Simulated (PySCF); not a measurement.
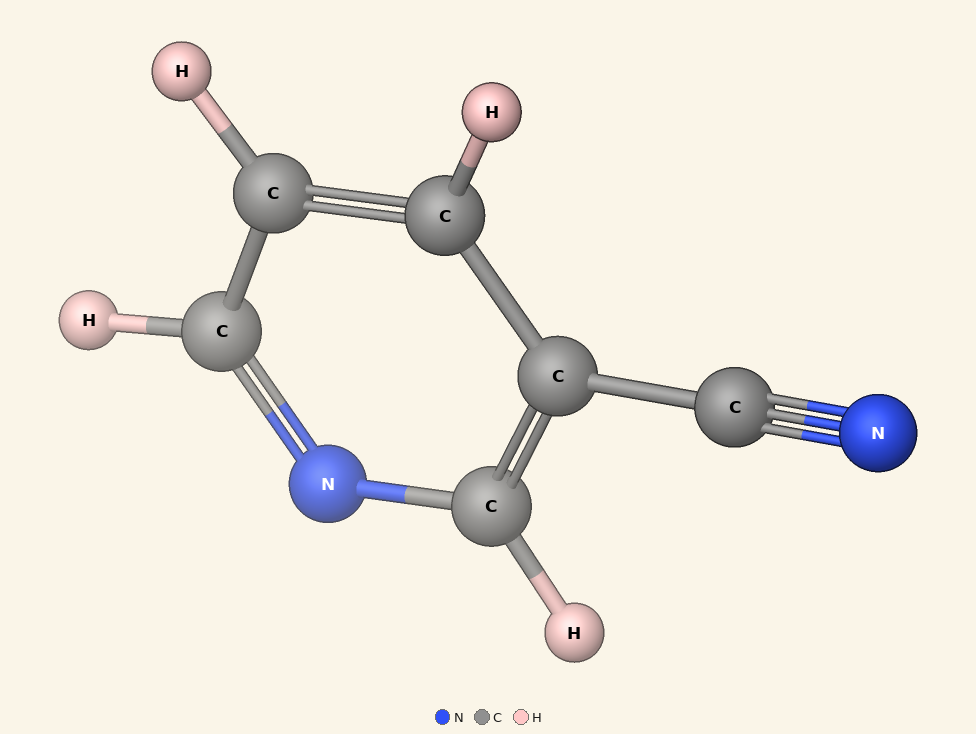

Orthographic view. Distant atoms are faded towards the background colour. Computed geometry: GFN2-xTB optimisation. No frequency run is at hand to confirm it as a minimum.

Write the InChI string.

Answer. InChI=1S/C6H4N2/c7-4-6-2-1-3-8-5-6/h1-3,5H
